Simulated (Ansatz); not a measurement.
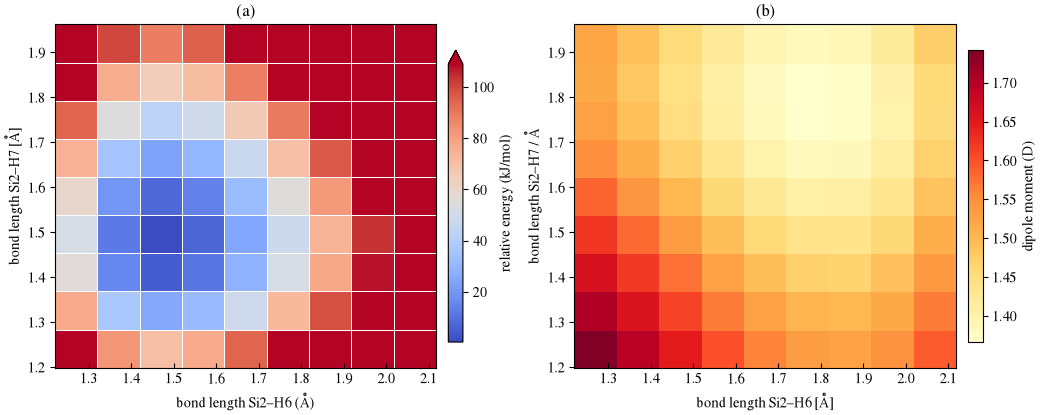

H₄SeSi₂, SMILES [SiH2]1[SiH2][Se]1. The first coordinate is: bond length Si2–H6; the second: bond length Si2–H7. Nothing is relaxed (all other coordinates rigid). Grid: 9 × 9 points. Points are written as (first, second). Energies are in kJ/mol, from the relaxed molecule at the same level. Theory: Ansatz, RKS B3LYP-D4/def2-TZVP.

Panel (a) is the energy; panel (b) is the computed dipole moment, in D.

In the figure: one coloured cell a grid point, one colour for all values above the top of the scale.

Q: How does the dipole moment vary over the map, and what is it at the lowest grid point?

A: Leaving out the highest fifth of the energies, it runs from 1.37 D at (1.769 Å, 1.835 Å) to 1.74 D at (1.270 Å, 1.241 Å). At the lowest grid point, (1.470 Å, 1.496 Å), it is 1.54 D.

| bond length Si2–H7 ↓, bond length Si2–H6 → | 1.270 | 1.370 | 1.470 | 1.569 | 1.669 | 1.769 | 1.868 | 1.968 | 2.068 |
| --- | --- | --- | --- | --- | --- | --- | --- | --- | --- |
| 1.920 | 1.52 | 1.49 | 1.45 | 1.42 | 1.40 | 1.38 | 1.39 | 1.42 | 1.47 |
| 1.835 | 1.52 | 1.48 | 1.44 | 1.41 | 1.38 | 1.37 | 1.37 | 1.40 | 1.46 |
| 1.750 | 1.53 | 1.49 | 1.45 | 1.41 | 1.38 | 1.37 | 1.37 | 1.40 | 1.46 |
| 1.665 | 1.55 | 1.51 | 1.47 | 1.43 | 1.40 | 1.38 | 1.38 | 1.41 | 1.47 |
| 1.580 | 1.58 | 1.54 | 1.50 | 1.46 | 1.43 | 1.41 | 1.41 | 1.43 | 1.49 |
| 1.496 | 1.62 | 1.58 | 1.54 | 1.49 | 1.46 | 1.44 | 1.44 | 1.46 | 1.51 |
| 1.411 | 1.66 | 1.62 | 1.57 | 1.53 | 1.49 | 1.47 | 1.47 | 1.49 | 1.54 |
| 1.326 | 1.70 | 1.66 | 1.61 | 1.57 | 1.53 | 1.50 | 1.50 | 1.52 | 1.57 |
| 1.241 | 1.74 | 1.70 | 1.65 | 1.60 | 1.56 | 1.53 | 1.53 | 1.55 | 1.59 |
